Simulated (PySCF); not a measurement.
# C4H14P2Si2 (SMILES CC(C)(C)[SiH]1P[SiH2]P1): what the fields show

```xyz
22

C    -2.0384   -1.0288    1.0022
C    -1.2926    0.0659    0.2333
C    -2.1871    0.6637   -0.8546
C    -0.8225    1.1521    1.2006
Si    0.2067   -0.7695   -0.5977
P     1.7513   -1.4387    0.9535
Si    3.0620   -0.1643   -0.4120
P     1.4978    0.6283   -1.8723
H    -1.3973   -1.4985    1.7663
H    -2.9124   -0.5998    1.5234
H    -2.4072   -1.8222    0.3328
H    -1.6652    1.4448   -1.4308
H    -2.5358   -0.1023   -1.5659
H    -3.0817    1.1280   -0.4033
H    -0.2925    1.9666    0.6819
H    -0.1500    0.7471    1.9742
H    -1.6884    1.6020    1.7169
H    -0.2566   -1.9233   -1.4312
H     2.0658   -2.6655    0.2923
H     4.0916   -0.9881   -1.1140
H     3.7465    0.9394    0.3272
H     1.2121    1.7569   -1.0398
```

Geometry: PBE0-D3(BJ)/def2-SVP.

Method: PBE0/pcSseg-1, SCF density, gas phase, non-relativistic in PySCF.

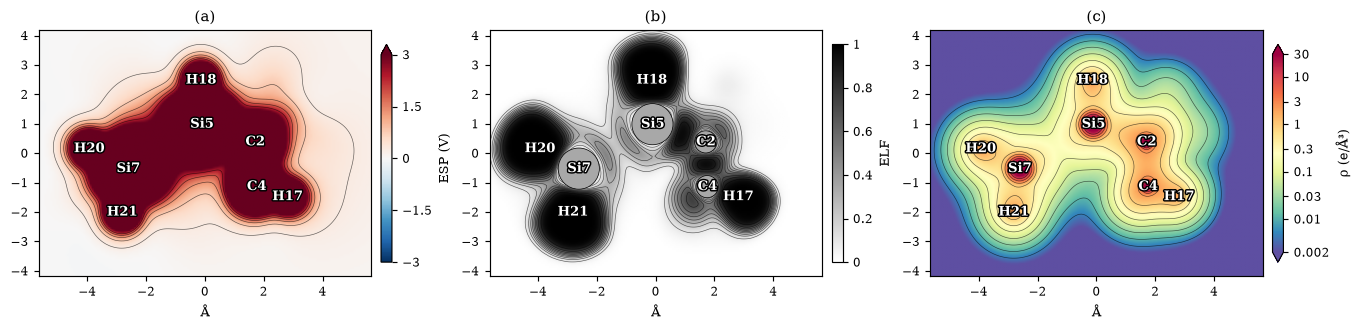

Figure 1. (a) electrostatic potential; (b) ELF; (c) total electron density on the plane of atoms C2, Si5 and H18. Grey discs cover the atomic cores in the ELF map.

**Read the bonding off the picture.**

The plane passes through C, Si and H nuclei. C–C (1.53 Å): ρ at the midpoint is about 1.6 e/Å³; the ELF peaks at about 0.95 between the atoms (a covalent bond). C–Si (1.91 Å): ρ at the midpoint is about 0.93 e/Å³; the ELF peaks at about 0.95 between the atoms, as expected for a shared electron pair. C–H (1.10 Å): ρ at the midpoint is about 1.9 e/Å³; the ELF climbs to about 1 towards the hydrogen, as it does in any bond to H (a covalent bond by its length). Si–H (1.49 Å): ρ is about 0.78 e/Å³ halfway; the ELF climbs to about 1 towards the hydrogen. The potential has no marked negative region in this plane.

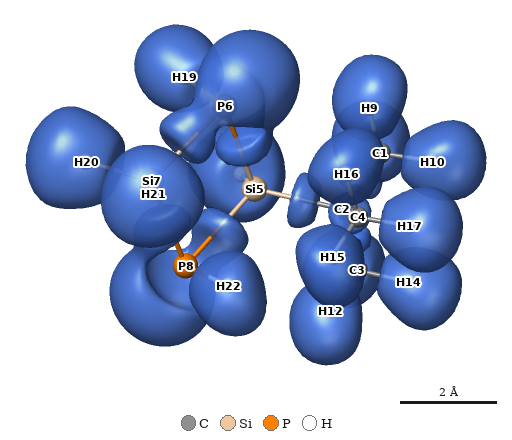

Figure 2. Isosurface of the electron localisation function at 0.8 (blue), seen at a tilt. Only the valence region is drawn (cores and ρ < 0.01 e/Å³ removed).

**Describe the localisation domains.**

At this value the surface marks out three regions between bonded C–C atoms (shared pairs), one region between bonded C–Si atoms (shared pairs), 14 regions around hydrogen nuclei and two regions on P in which the atom's valence shell and bonds are merged.

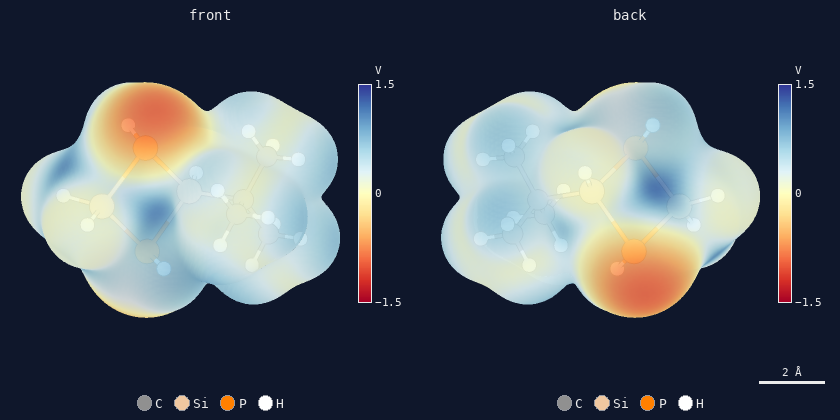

Figure 3. The electrostatic potential painted on the density surface at 0.002 e/bohr³, seen from the front and from behind; red is negative and blue positive.

**Describe the electrostatic potential map.**

The most negative region (about −0.9 V) lies over P6 and P8, the most positive (about +1.1 V) over Si5 and Si7.
